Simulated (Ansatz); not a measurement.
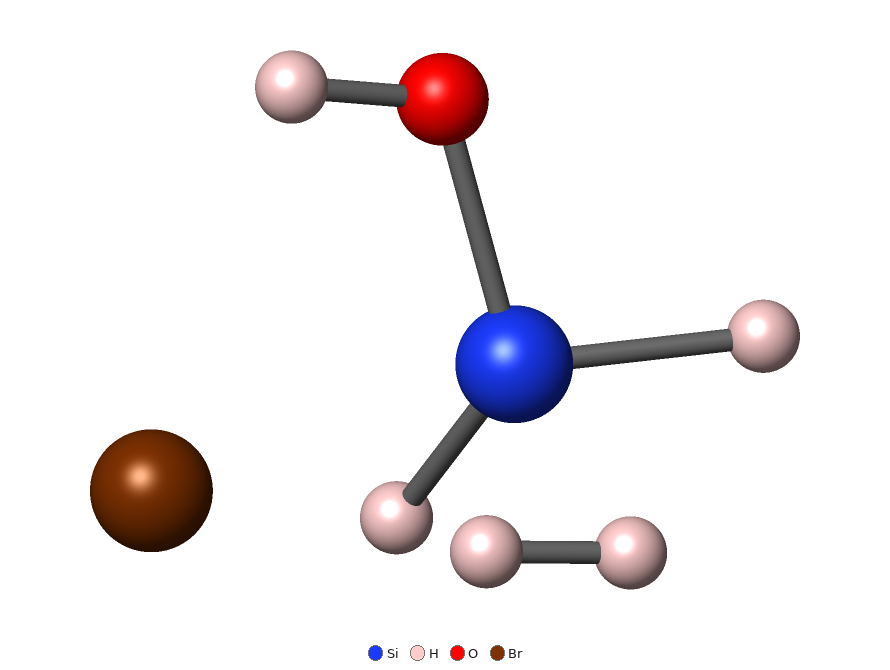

Sticks follow a distance rule. Harmonic vibrations computed with RKS PBE0-D4/def2-TZVP (Ansatz 0.2.0) at a stationary point of the same level.

How many imaginary frequencies does it have?

Answer. A first-order saddle point: one imaginary frequency, 601i cm⁻¹.

How many vibrational modes are there, and where do they lie?

Answer. 18 modes: 601i, 217, 236, 322, 540, 625, 677, 828, 908, 923, 976, 1008, 1062, 1467, 2231, 2312, 2682, 3804 cm⁻¹.
